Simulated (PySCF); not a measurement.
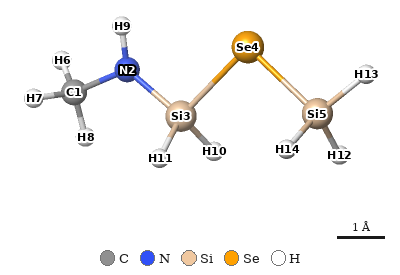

Starting structure of CH₉NSeSi₂. Style: ball-and-stick. Shown at a tilt.

The start comes from GFN2-xTB.

Method: PySCF, PBE0-D3(BJ)/def2-SVP geometry optimisation, gas phase.

```xyz
14

C    -2.8375   -0.6089    0.0689
N    -1.6830    0.2520    0.0764
Si   -0.0807   -0.3077   -0.0506
Se    1.1576    1.6180    0.0935
Si    3.2470    0.7579   -0.1115
H    -3.6868   -0.0986   -0.3882
H    -3.1257   -0.9261    1.0762
H    -2.6089   -1.4969   -0.5159
H    -1.8586    1.1480    0.5075
H     0.1314   -0.9184   -1.3634
H     0.4009   -1.2158    0.9999
H     3.2980   -0.0490   -1.3257
H     4.1201    1.9185   -0.1808
H     3.5248   -0.0741    1.0544
```

### What does the optimiser find from here?

The energy falls by 4.81 kcal/mol in 14 geometry steps. The largest move after the best rigid fit is that of Se4, 0.90 Å. Largest moves by element: Se 0.90 Å, H 0.84 Å, Si 0.36 Å, N 0.23 Å, C 0.11 Å. Some distances before and after: Si5–H13 1.454 → 1.492 Å, Si3–H11 1.470 → 1.503 Å, Si3–H10 1.463 → 1.493 Å, N2–Si3 1.702 → 1.719 Å. Bond angles that change, for instance: Si3–Se4–Si5 100.0° → 95.7°, Se4–Si3–H10 109.2° → 113.0°, N2–Si3–Se4 103.1° → 106.8°. Groups turn about Si3–Se4 by about 45°, N2–Si3 by about 25°.

Step by step:

| step | E − E(0), kcal/mol |
| --- | --- |
| 0 | 0.00 |
| 1 | -2.66 |
| 2 | -2.89 |
| 3 | -3.08 |
| 4 | -3.37 |
| 5 | -3.62 |
| 6 | -4.12 |
| 7 | -4.38 |
| 8 | -4.47 |
| 9 | -4.72 |
| 10 | -4.74 |
| 11 | -4.78 |
| 12 | -4.79 |
| 13 | -4.81 |
| 14 | -4.81 |

The structure at the end:

```xyz
14

C    -2.8057   -0.5514    0.1595
N    -1.5604    0.1708    0.2592
Si   -0.0527   -0.3198   -0.4048
Se    1.1459    1.5874   -0.8074
Si    3.1199    0.7949    0.0259
H    -3.6591    0.1362    0.0362
H    -3.0178   -1.1971    1.0327
H    -2.7892   -1.2026   -0.7285
H    -1.5492    0.9023    0.9616
H    -0.3641   -1.0859   -1.6478
H     0.8382   -1.1780    0.4487
H     3.6063   -0.3908   -0.7399
H     4.0972    1.9123   -0.1195
H     2.9894    0.4208    1.4649
```

After the run, drawn alike:

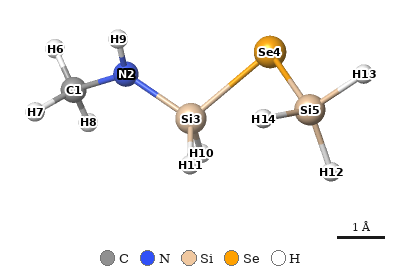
